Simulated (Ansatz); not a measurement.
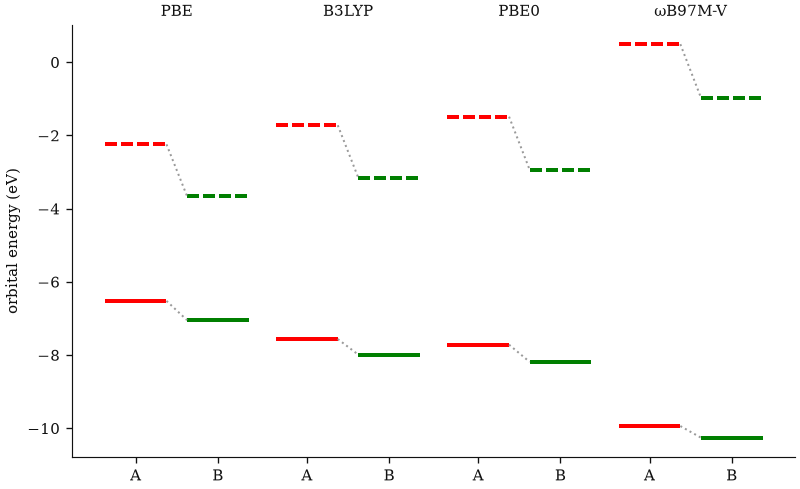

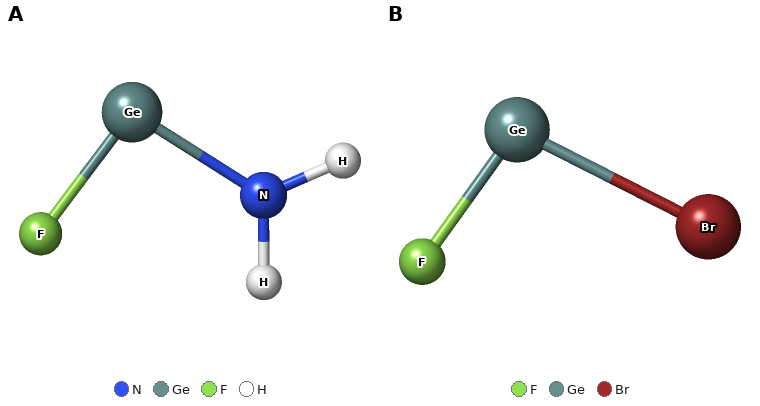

One change: A, GeNH₂F (SMILES [NH2][Ge][F]), becomes B, GeBrF (SMILES [F][Ge][Br]). NH₂ on Ge is replaced by Br. HOMO (solid) and LUMO (dashed) computed in def2-TZVPP at PBE0-D4/def2-TZVP geometries, both minima by their frequencies, gas phase, the Ansatz code 0.2.0. Empty levels above zero depend strongly on the basis.

Question: What does the change do to HOMO and LUMO?

Answer: PBE: the HOMO falls by 0.53 eV, the LUMO falls by 1.41 eV, and the separation goes from 4.28 to 3.39 eV. B3LYP: the HOMO falls by 0.43 eV, the LUMO falls by 1.44 eV, and the separation goes from 5.84 to 4.83 eV. PBE0: the HOMO falls by 0.47 eV, the LUMO falls by 1.45 eV, and the separation goes from 6.23 to 5.25 eV. ωB97M-V: the HOMO falls by 0.32 eV, the LUMO falls by 1.46 eV, and the separation goes from 10.43 to 9.29 eV.

Question: Do the functionals agree on the effect?

Answer: They agree on the direction for both levels; the HOMO shift lies between −0.53 and −0.32 eV and the LUMO shift between −1.46 and −1.41 eV, while the separations themselves differ by up to 6.2 eV between functionals.
